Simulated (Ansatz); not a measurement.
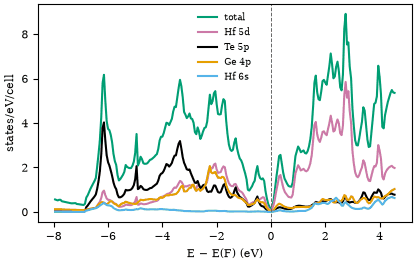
*Total and projected density of states of HfGeTe in space group P4/nmm (No. 129; Hf on 2c, Te on 2c, Ge on 2a), plane-wave PAW r²SCAN (Ansatz code)*

Problem. Which orbitals carry the states next to the Fermi level?

Solution. Within 0.5 eV of the Fermi level: Hf 5d 52 %, Ge 4p 21 %, Te 5p 15 %. Projections are on Löwdin-orthogonalised atomic valence shells; empty p or d shells of many metals are not among them.

Problem. Where is the tallest occupied peak in this window, and what makes it?

Solution. Near -6.2 eV, about 6.2 states/eV per cell; the largest projected share is Te 5p.

The workflow started from an entry of the Crystallography Open Database (COD). Whether it is the stable phase at ambient conditions was not checked. Symmetry was held in the r²SCAN relaxation; whether a distortion lowers the energy is not shown. No spin polarisation was allowed. A small band overlap can be real or an error of a semilocal functional. Spin–orbit coupling is left out wherever it is not named.

Potentials: the later of the program's two PAW sets.
